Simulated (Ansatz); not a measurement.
**CH$_{5}$BF: frequency calculation**

System: CH$_{5}$BF, multiplicity 2.
Method: UKS PBE0/def2-SVP (Ansatz 0.2.0).

It belongs to a series of runs on one base structure; here: vibrations at the highest image of the band. Figures and captions count atoms from 1; the log counts them from 0 in places.

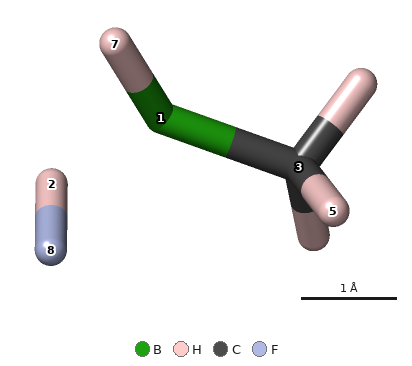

*The structure as given in the input (stick view, seen at a tilt; atoms are numbered from 1 in the order of the input).*

Bond lengths as drawn: B–C 1.55 Å, B–H 1.20 Å, C–H 1.10 to 1.11 Å and F–H 1.04 Å.

Input file:
```yaml
crystal:
  periodic: [false, false, false]
  atoms:
    - { symbol: B, position_ang: [0.027577, -0.242291, 0.031696] }
    - { symbol: H, position_ang: [-0.111156, -0.318118, 1.589787] }
    - { symbol: C, position_ang: [1.42692, -0.024539, -0.599874] }
    - { symbol: H, position_ang: [1.551503, -0.770577, -1.404014] }
    - { symbol: H, position_ang: [1.501479, 0.969134, -1.077636] }
    - { symbol: H, position_ang: [2.269269, -0.137538, 0.098404] }
    - { symbol: H, position_ang: [-1.072753, -0.19337, -0.45339] }
    - { symbol: F, position_ang: [-0.11824, 0.7172, 1.564227] }
magnetization:
  spin_polarized: true
  initial_magnetization: 1
basis:
  gaussian: { orbitals: def2-SVP }
hamiltonian:
  xc: pbe0
phonons: {}
```

Launched with:
```bash
ansatz run input.yaml --threads 2 --pin off --max-ram 3072MiB --backend cpu --events-out ev --progress --plain --runs-dir out
```

Log:
```
Engine: ansatz 0.2.0, x86_64-unknown-linux-gnu
Functional definition: PBE0
  parameter a = 0.25
  parameter kappa = 0.804
  parameter beta = 0.06672455060314922
  exchange = (1 - a)*pbe_x(kappa = kappa, mu = beta*pi^2/3) + a*exact_x
  correlation = pbe_c(beta = beta)
744 factors; integrals over basis functions are off by at most 4.1e-4 eV
mean field evaluation 1: about -4496.7263 eV, gradient 2.9e1 eV
mean field evaluation 2: about -4496.2380 eV, gradient 3.0e1 eV
mean field evaluation 4: about -4500.7125 eV, gradient 1.6e0 eV
mean field evaluation 8: about -4500.7464 eV, gradient 4.7e-2 eV
mean field evaluation 16: about -4500.7465 eV, gradient 2.2e-5 eV
mean field -4500.74645138 eV, -165.3993813727 hartree, gradient 2.2e-5 eV, S^2 0.752049; 0 other end points of the search recorded, 0 dependent functions left out
the calculation of the forces begins
reference -4500.74647459 eV, -165.3993822255 hartree; 13, 12 occupied and 54, 55 virtual orbitals, 744 factors
these checks for a lower state are left out or cut short: stability, starts, cluster_reference, orbital_swaps, neighbouring_geometries, increment
744 factors; integrals over basis functions are off by at most 4.1e-4 eV
mean field -4500.74632299 eV, -165.3993766545 hartree, gradient 2.9e-6 eV, S^2 0.752048; 0 other end points of the search recorded, 0 dependent functions left out
[... from here on the field's lines of each further geometry are left out, up to the last ...]
the calculation of the forces begins
reference -4500.74646643 eV, -165.3993819259 hartree; 13, 12 occupied and 54, 55 virtual orbitals, 744 factors
these checks for a lower state are left out or cut short: stability, starts, cluster_reference, orbital_swaps, neighbouring_geometries, increment
744 factors; integrals over basis functions are off by at most 4.1e-4 eV
mean field -4500.74644689 eV, -165.3993812077 hartree, gradient 2.2e-6 eV, S^2 0.752047; 0 other end points of the search recorded, 0 dependent functions left out
the calculation of the forces begins
reference -4500.74647010 eV, -165.3993820608 hartree; 13, 12 occupied and 54, 55 virtual orbitals, 744 factors
WARN: phonons: modes at or below zero, which the zero-point energy, F, S and C_V leave out: 1, the lowest at -486.83 cm⁻¹. A minimum has none, and a first-order saddle one
Total energy: -4500.74647459 eV, -165.3993822255 hartree
Atom 0 at     0.027577    -0.242291     0.031696 Å, force     0.003163     0.004445    -0.003629 eV/Å
Atom 1 at    -0.111156    -0.318118     1.589787 Å, force     0.001395    -0.007467     0.004600 eV/Å
Atom 2 at     1.426920    -0.024539    -0.599874 Å, force    -0.000660    -0.008110    -0.000348 eV/Å
Atom 3 at     1.551503    -0.770577    -1.404014 Å, force     0.001005     0.001651    -0.000040 eV/Å
Atom 4 at     1.501479     0.969134    -1.077636 Å, force    -0.002074     0.002765    -0.000493 eV/Å
Atom 5 at     2.269269    -0.137538     0.098404 Å, force    -0.000019    -0.000170     0.001017 eV/Å
Atom 6 at    -1.072753    -0.193370    -0.453390 Å, force    -0.000863     0.000104    -0.000368 eV/Å
Atom 7 at    -0.118240     0.717200     1.564227 Å, force    -0.001948     0.006782    -0.000739 eV/Å
Dipole moment:     0.120238    -0.095311     0.002317 e Å
Vibrations: -486.83 145.28 248.89 469.50 547.77 687.15 750.75 959.02 990.41 1052.68 1313.33 1412.71 1425.89 2315.25 2678.21 3036.14 3121.34 3155.00 cm⁻¹, zero-point energy 1.506986 eV
```

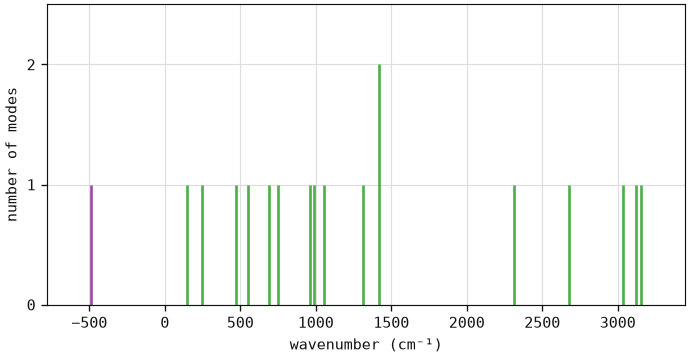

*Harmonic vibrational wavenumbers from the force constants; neighbouring modes closer than 17 cm⁻¹ are counted in one stick, and imaginary ones are drawn at negative wavenumbers.*

18 modes from 487i to 3155 cm⁻¹, 1 imaginary beyond 8i (487i cm⁻¹): a first-order saddle point, if the geometry is stationary.

Results in brief:

```csv
quantity,value
outcome,converged
total energy,−4500.7465 eV
mean-field energy,−4500.7465 eV
⟨S²⟩,0.752
largest force (length of the vector),0.009 eV/Å
hardware,"2 threads of Intel Xeon (Granite Rapids), 32 GiB of memory available, shared host"
wall time,22 s (CPU time 42 s)
peak memory,0.16 GiB
```
